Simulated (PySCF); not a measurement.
| atom | x (Å) | y (Å) | z (Å) |
| --- | --- | --- | --- |
| Ge | 0.0000 | 0.0000 | -1.1930 |
| Ge | 0.0000 | 0.0000 | 1.1930 |

Computed with PBE0/cc-pVTZ(-PP), non-relativistic Hamiltonian with scalar-relativistic core potentials where named, at a bond length of 2.386 Å (PySCF).

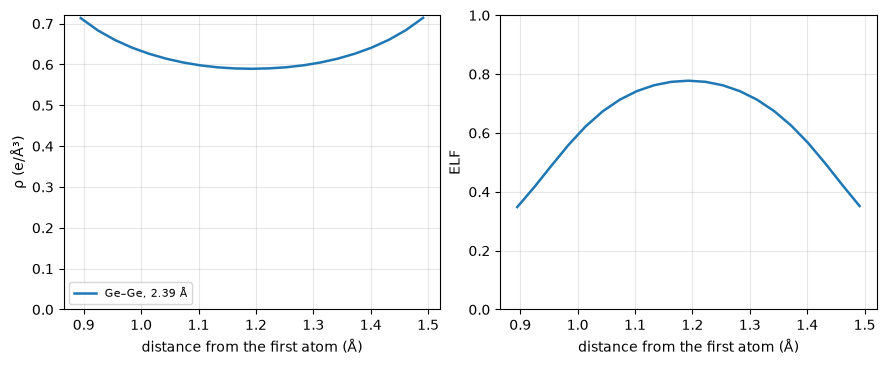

Ge2 (triplet). Electron density and electron localisation function along straight lines between neighbouring atoms. The curves leave out the atomic cores.

Question: What kind of bonding do the profiles show?

Answer: Ge–Ge (2.39 Å): ρ is about 0.59 e/Å³ halfway; the ELF peaks at about 0.80 between the atoms, as expected for a covalent bond.
